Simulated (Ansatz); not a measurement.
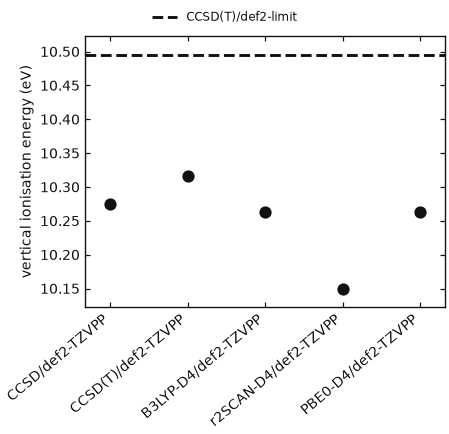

Vertical ionisation energy of GeH₂SCl₂, SMILES [SH][GeH]([Cl])[Cl], singlet, taken as the energy of the cation less that of the neutral at fixed geometry (unrestricted doublet cation, cores frozen in correlated methods, no spin-orbit coupling), the Ansatz code, at a PBE0-D4/def2-TZVP geometry (a minimum by its frequencies). Limit means an estimate of the basis limit from triple and quadruple zeta; for coupled cluster it is either extrapolated directly or built as the MP2 limit plus the step from MP2 in triple zeta. The distance of CCSD/def2-TZVPP and CCSD(T)/def2-TZVPP to the limit includes basis error.

Q: Which level comes closest to the line (CCSD(T)/def2-limit), and which misses most?

A: Closest CCSD(T)/def2-TZVPP (10.32 eV), against 10.49 eV; farthest r2SCAN-D4/def2-TZVPP (10.15 eV).

Q: What range do the values span, the line included?

A: From 10.15 eV (r2SCAN-D4/def2-TZVPP) to 10.49 eV (CCSD(T)/def2-limit).

Caveats, for all or some of the runs: no scalar relativity up to krypton; outer-core shells are correlated without core-valence functions, which makes the correlated values less sure.
